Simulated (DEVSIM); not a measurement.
Structure: abrupt Ge n-p junction, at 400 K.

```csv
layer (left to right),material,thickness (μm),Nd (cm⁻³),Na (cm⁻³),τn (s),τp (s)
1,Ge,0.210,1.9e17,-,1.4e-5,1.4e-5
2,Ge,0.820,-,2e15,1.4e-5,1.4e-5
```

Left contact: ohmic. Right contact: ohmic. Voltage is applied to the left contact. Recombination: SRH at mid-gap, Auger. Mobility is constant in doping.

The device is made up for the run: typed textbook-type constants, with dimensions and the other settings drawn at random. Values at 300 K; Nc and Nv go as T^1.5, mobilities as T to minus their exponent, the gap by Varshni's rule with the affinity fixed.

```tsv
parameter	Ge
gap (eV)	0.664
affinity (eV)	4
permittivity	16
Nc (cm⁻³)	1.04e19
Nv (cm⁻³)	6e18
μn (cm²/Vs)	3900
μp (cm²/Vs)	1900
T exponent of μn	1.66
T exponent of μp	2.33
Cn (cm⁶/s)	1e-31
Cp (cm⁶/s)	1e-31
Varshni α (eV/K)	0.000477
Varshni β (K)	235
```

DEVSIM, 1D drift-diffusion, Boltzmann statistics, complete ionisation; no tunnelling, impact ionisation, image-force lowering or self-heating.

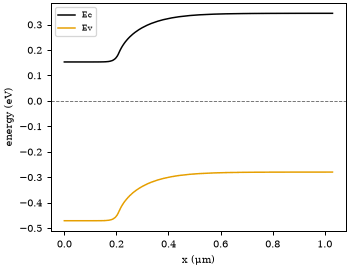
Figure. Band edges at zero bias

Energies count from the Fermi level of the right contact; mesh points crowd at the junctions.

| x (μm) | Ec (eV) | Ev (eV) | n (cm⁻³) | p (cm⁻³) | field (V/cm) |
|---|---|---|---|---|---|
| 0.000 | 0.153 | -0.471 | 1.9e17 | 1.1e13 | ≈ 0 |
| 0.01292 | 0.153 | -0.471 | 1.9e17 | 1.1e13 | ≈ 0 |
| 0.02922 | 0.153 | -0.471 | 1.9e17 | 1.1e13 | ≈ 0 |
| 0.05413 | 0.153 | -0.471 | 1.9e17 | 1.1e13 | ≈ 0 |
| 0.1011 | 0.153 | -0.471 | 1.9e17 | 1.1e13 | ≈ 0 |
| 0.1385 | 0.153 | -0.471 | 1.9e17 | 1.1e13 | 120 |
| 0.1684 | 0.154 | -0.470 | 1.8e17 | 1.1e13 | 1300 |
| 0.1943 | 0.165 | -0.459 | 1.3e17 | 1.5e13 | 8900 |
| 0.2070 | 0.183 | -0.441 | 8.0e16 | 2.5e13 | 21000 |
| 0.2192 | 0.208 | -0.416 | 3.8e16 | 5.3e13 | 18000 |
| 0.2354 | 0.233 | -0.391 | 1.8e16 | 1.1e14 | 13000 |
| 0.2717 | 0.269 | -0.355 | 6.5e15 | 3.1e14 | 7700 |
| 0.3176 | 0.297 | -0.327 | 2.9e15 | 7.0e14 | 4700 |
| 0.3799 | 0.319 | -0.305 | 1.5e15 | 1.3e15 | 2600 |
| 0.5189 | 0.338 | -0.286 | 8.8e14 | 2.3e15 | 630 |
| 0.6820 | 0.343 | -0.281 | 7.6e14 | 2.7e15 | 110 |
| 0.8011 | 0.344 | -0.280 | 7.5e14 | 2.7e15 | 32 |
| 0.8887 | 0.344 | -0.280 | 7.4e14 | 2.7e15 | 13 |
| 0.9581 | 0.344 | -0.280 | 7.4e14 | 2.7e15 | ≈ 0 |
| 0.9891 | 0.344 | -0.280 | 7.4e14 | 2.7e15 | ≈ 0 |
| 1.012 | 0.344 | -0.280 | 7.4e14 | 2.7e15 | ≈ 0 |
| 1.030 | 0.344 | -0.280 | 7.4e14 | 2.7e15 | ≈ 0 |
